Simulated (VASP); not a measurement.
Band structure of SnSe$_{2}$ (1T layered). Method: r2SCAN+rVV10, VASP's PBE PAW potentials (set 64) (plane waves; VASP).

The path is coarsely sampled, so an indirect gap can come out somewhat too large. Unless said otherwise, spin-orbit coupling is left out, though it shifts the bands of the heavy elements here.

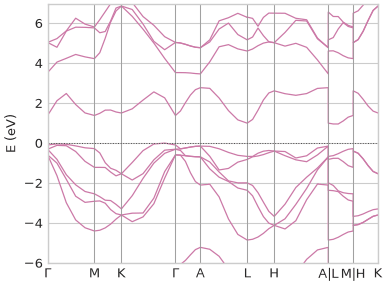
Fig. 1. Bands along high-symmetry lines, zero at the valence-band maximum or, without a gap, the Fermi level

Question: Read the plot: is there a gap, and where are the band edges?

Answer: The gap is indirect, 0.96 eV, from the valence maximum at K-Γ at 0.80 to the conduction minimum at L-M at 0.40.

The compound is SnSe2 in the 1T layered structure. It was relaxed first.
